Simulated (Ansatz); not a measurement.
# C2H7InO2 (SMILES C[O][In]([CH3])[OH]): what the fields show

Input file:

```
crystal:
  periodic: [false, false, false]
  atoms:
    - {symbol: C, position_ang: [-1.461231, -0.151167, 1.582487]}
    - {symbol: O, position_ang: [-0.431305, 0.741032, 1.268323]}
    - {symbol: In, position_ang: [0.744388, 0.577434, -0.329329]}
    - {symbol: C, position_ang: [0.687260, -0.995687, -1.758081]}
    - {symbol: O, position_ang: [1.955877, 2.140968, -0.290820]}
    - {symbol: H, position_ang: [-1.410739, -0.422969, 2.644621]}
    - {symbol: H, position_ang: [-2.445077, 0.304796, 1.405924]}
    - {symbol: H, position_ang: [-1.431183, -1.090365, 1.008119]}
    - {symbol: H, position_ang: [-0.301162, -1.035363, -2.215313]}
    - {symbol: H, position_ang: [1.439485, -0.821154, -2.525425]}
    - {symbol: H, position_ang: [0.885242, -1.944906, -1.260483]}
    - {symbol: H, position_ang: [1.768444, 2.697373, 0.469967]}
basis:
  gaussian: {orbitals: def2-TZVPP}
hamiltonian: {xc: pbe0, dispersion: d4}
output: {orbitals: {seedname: orbitals}}
```

Command:

```sh
ansatz run in.yaml --threads 4 --pin off --events-out ev --progress --plain --max-ram 10444MiB
```

Geometry: PBE0-D4/def2-TZVP; core potentials replace the inner electrons of In.

Level of theory: RKS PBE0-D4/def2-TZVPP (Ansatz).

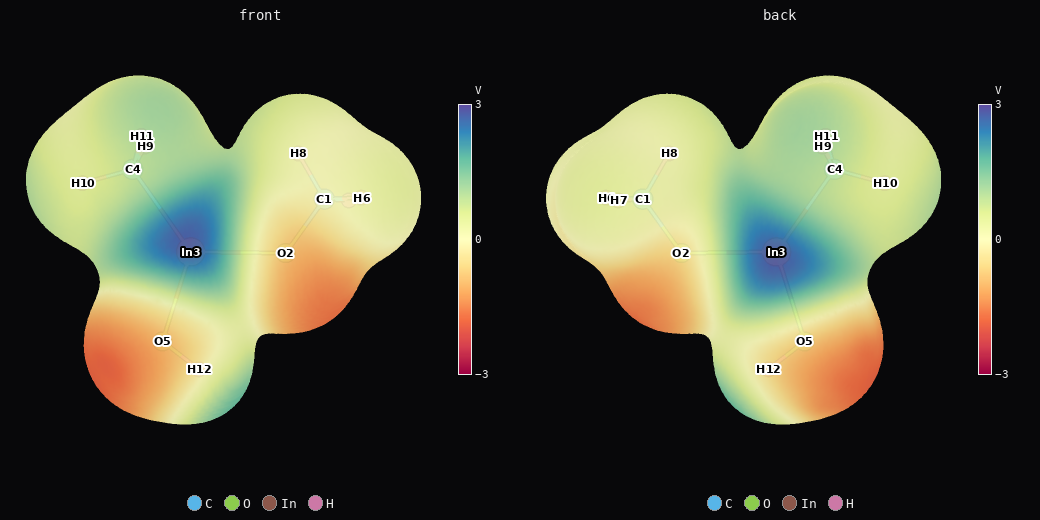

Figure 1. The molecular electrostatic potential painted on the density surface at 0.002 e/bohr³, seen from the front and from behind; the colour scale runs from red (negative) to blue (positive).

Q: Describe the electrostatic potential map.

A: The most negative region (about −1.9 V) lies over O5, the most positive (about +2.7 V) over In3. O5 is the likeliest acceptor of a hydrogen bond.

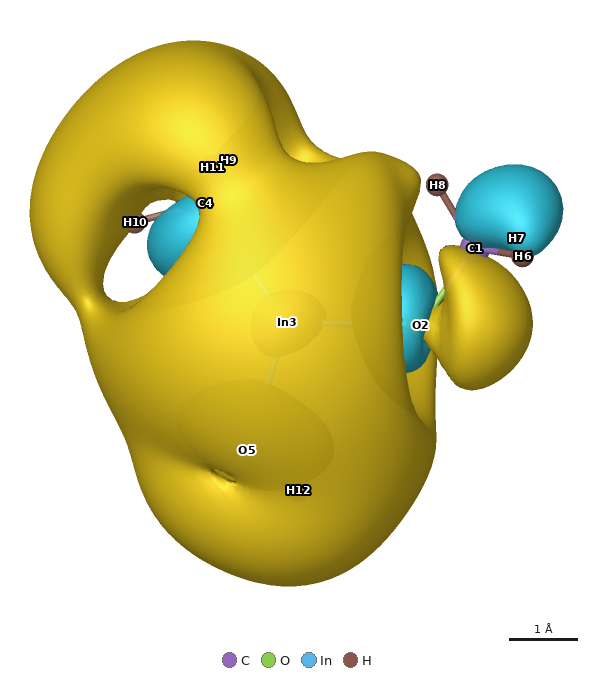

Figure 2. One frontier orbital at ±0.04 Å⁻³ᐟ² (yellow and cyan are the two phases), seen across its widest extent.

Q: Which orbital is it: HOMO or LUMO?

A: The LUMO, at −0.94 eV. It lies mainly on In3 (about 50 %), C4 (about 15 %), O5 (about 10 %) and O2 (about 5 %).

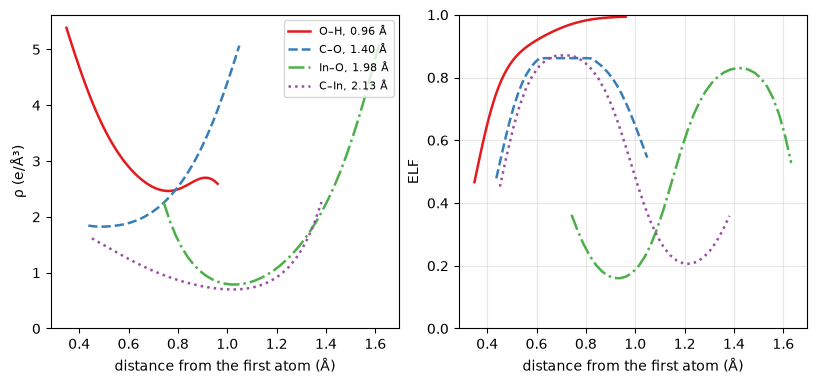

Figure 3. Electron density and ELF along straight lines between neighbouring atoms. The curves leave out the atomic cores.

Q: What can be read from the curves?

A: O–H (0.96 Å): ρ is about 3.8 e/Å³ halfway; the ELF climbs to about 1 towards the hydrogen, as it does in any bond to H; an ordinary covalent bond to hydrogen.
C–O (1.40 Å): ρ at the midpoint is about 2.1 e/Å³, with its minimum of 1.8 e/Å³ about 0.5 Å from C; the ELF peaks at about 0.85 between the atoms (a shared but strongly polarised pair).
In–O (1.98 Å): the density is about 0.8 e/Å³ at the midpoint; the ELF peaks at about 0.85 in the valence shell of O, 0.5 Å from its nucleus, and drops to about 0.15 between the two atoms.
C–In (2.13 Å): ρ at the midpoint is about 0.71 e/Å³; the ELF peaks at about 0.85 in the valence shell of C, 0.7 Å from its nucleus, and drops to about 0.20 between the two atoms.
